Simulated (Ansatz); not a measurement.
**A computed series for hypothetical rock salt SbN: response to strain**

Take SbN in the rock salt structure (space group Fm-3m, No. 225; a hypothetical phase, not in the database extracts checked) as the base.

```
SbN
1.0
    0.00000     2.46173     2.46173
    2.46173     0.00000     2.46173
    2.46173     2.46173     0.00000
N Sb
1 1
Direct
  0.00000   0.00000   0.00000
  0.50000   0.50000   0.50000
```

Strains are applied to the cell and any free atomic positions relax.

All numbers come from plane-wave PAW DFT at the PBEsol level (Ansatz, a first-principles code, 420 eV), no SOC.

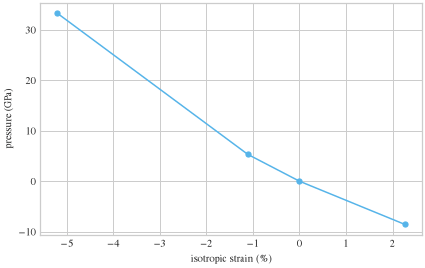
Fig. 1. Pressure against isotropic strain

Q: From the plot, what is the pressure for isotropic strain −1.11 %?

A: About 5 GPa.

Q: Is the trend monotonic over the range shown?

A: Yes, it falls throughout, spanning -8.5 GPa to 33.3 GPa.

The mesh was chosen for an insulator and is coarse for the gapless case. No phonon test of stability was made. All final runs are without spin polarisation.
